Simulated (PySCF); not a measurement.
H4Cl2Ga2, singlet at its B3LYP/def2-SVP optimised geometry (Å):

```
8

Ga    -0.6730    -1.5743     0.0000
Ga     0.6730     1.5722     0.0000
Cl    -0.0017    -0.0003     1.6909
H     -2.2296    -1.5774     0.0000
H      0.4020    -2.7001     0.0000
Cl    -0.0013    -0.0006    -1.6908
H     -0.3997     2.7001     0.0000
H      2.2296     1.5722     0.0000
```

Level of theory: B3LYP/def2-TZVP (PySCF).

Map of the LUMO amplitude (bohr^(-3/2)) on the plane z = 0.8 Å; orbital energy -1.26 eV, overall sign arbitrary:

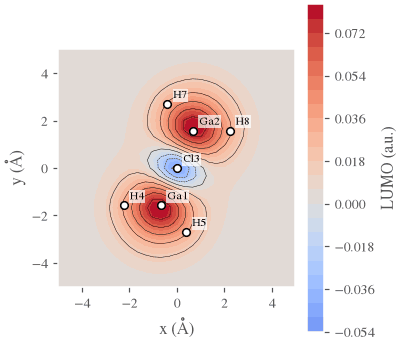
LUMO amplitude (bohr^(-3/2)) on the plane z = 0.8 Å.
